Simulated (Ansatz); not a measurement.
## Electronic structure of Cl2Ga2H4O2 (SMILES [Cl][GaH-]1[OH+][GaH-]([Cl])[OH+]1) in real space

Input

```
crystal:
  periodic: [false, false, false]
  atoms:
    - {symbol: Cl, position_ang: [1.488093, 0.100437, 2.630269]}
    - {symbol: Ga, position_ang: [1.231020, -0.540481, 0.588890]}
    - {symbol: O, position_ang: [-0.622640, -1.058293, 0.330625]}
    - {symbol: Ga, position_ang: [-1.231028, 0.540396, -0.588384]}
    - {symbol: Cl, position_ang: [-1.490948, -0.099214, -2.629765]}
    - {symbol: O, position_ang: [0.623068, 1.057446, -0.331685]}
    - {symbol: H, position_ang: [2.241771, -1.444787, -0.154945]}
    - {symbol: H, position_ang: [-0.796457, -1.888449, -0.121090]}
    - {symbol: H, position_ang: [-2.240368, 1.444836, 0.157288]}
    - {symbol: H, position_ang: [0.797509, 1.888109, 0.118806]}
basis:
  gaussian: {orbitals: def2-TZVPP}
hamiltonian: {xc: pbe0, dispersion: d4}
output: {orbitals: {seedname: orbitals}}
```

Launched as:

```sh
ansatz run in.yaml --threads 8 --pin off --events-out ev --progress --plain --max-ram 20889MiB
```

Geometry: PBE0-D4/def2-TZVP.

Computed with Ansatz, RKS PBE0-D4/def2-TZVPP.

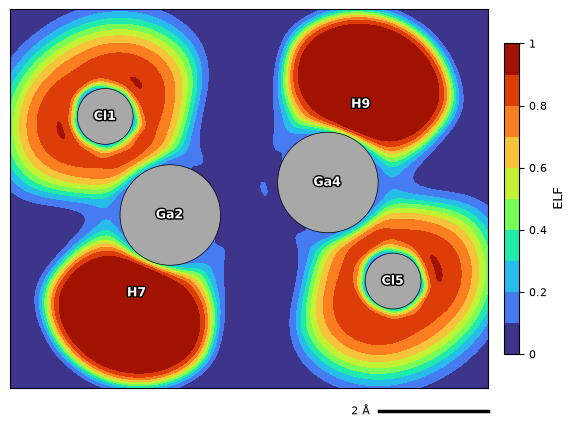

Figure 1. Electron localisation function on the plane of atoms Cl5, Ga4 and H9. Grey discs cover the atomic cores.

> What do the fields say about this system?

The section cuts through Cl, Ga and H sites.
Ga–Cl (2.15 Å): the ELF peaks at about 0.85 in the valence shell of Cl, 0.9 Å from its nucleus, and is about 0.55 at the midpoint.
Ga–H (1.55 Å): the ELF climbs to about 1 towards the hydrogen.
The ELF also peaks beside Cl5 and Cl1, away from the bonds: lone-pair regions.

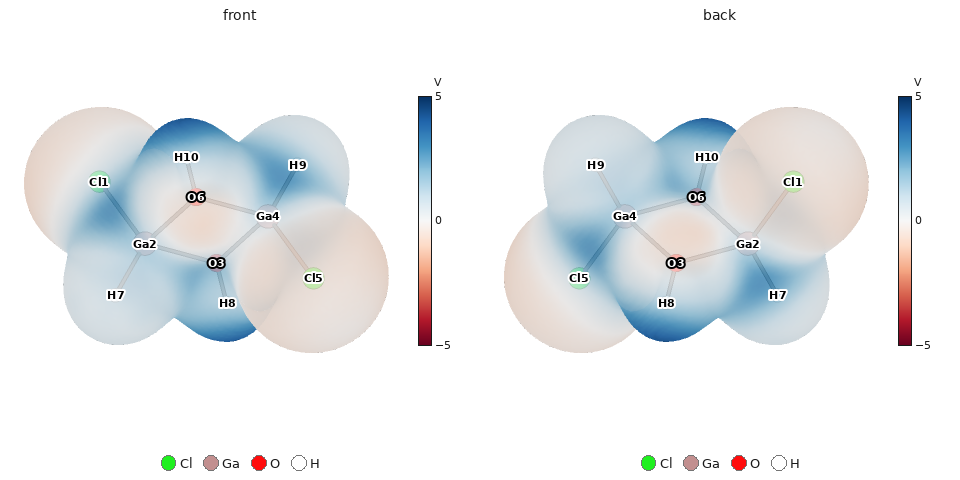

Figure 2. The molecular electrostatic potential painted on the density surface at 0.004 e/bohr³, seen from the front and from behind; red is negative and blue positive.

> Describe the electrostatic potential map.

The most negative region (about −0.7 V, or −16 kcal/mol for a unit charge) lies over Cl1, O3, Cl5 and O6, the most positive (about +4.1 V, or +95 kcal/mol for a unit charge) over H8 and H10.

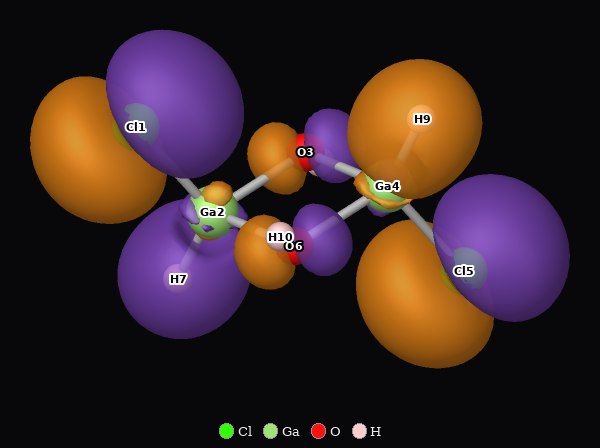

Figure 3. The HOMO at ±0.06 Å⁻³ᐟ² (orange and purple are the two phases), seen from one side.

> Describe this orbital and give its energy.

Its weight (Hirshfeld) is mainly on Cl1 (about 35 %) and Cl5 (about 35 %); it is ungerade (odd under inversion); largely a combination of lone pairs on Cl1 and Cl5. Its energy is −8.73 eV.

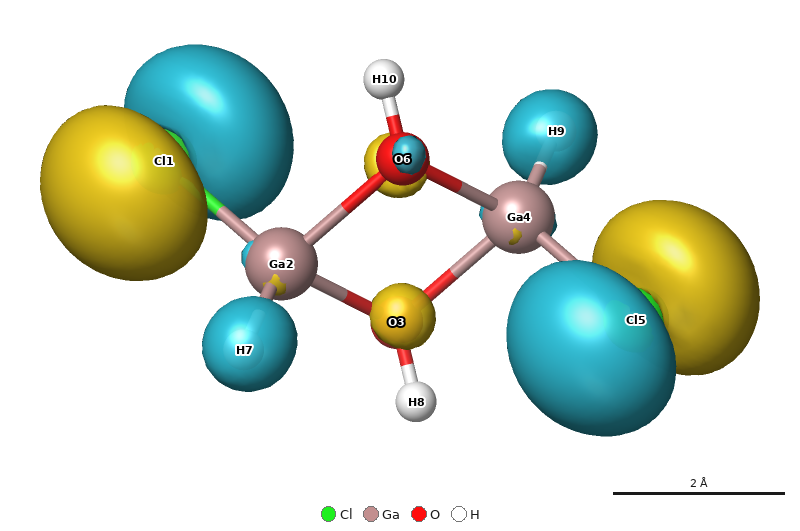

Figure 4. The HOMO−1 at ±0.1 Å⁻³ᐟ² (yellow and cyan are the two phases), seen across its widest extent.

> Describe this orbital and give its energy.

By Hirshfeld shares it lies mainly on Cl1 (about 40 %) and Cl5 (about 40 %); it is gerade (even under inversion); largely a combination of lone pairs on Cl1 and Cl5. Its energy is −8.90 eV.
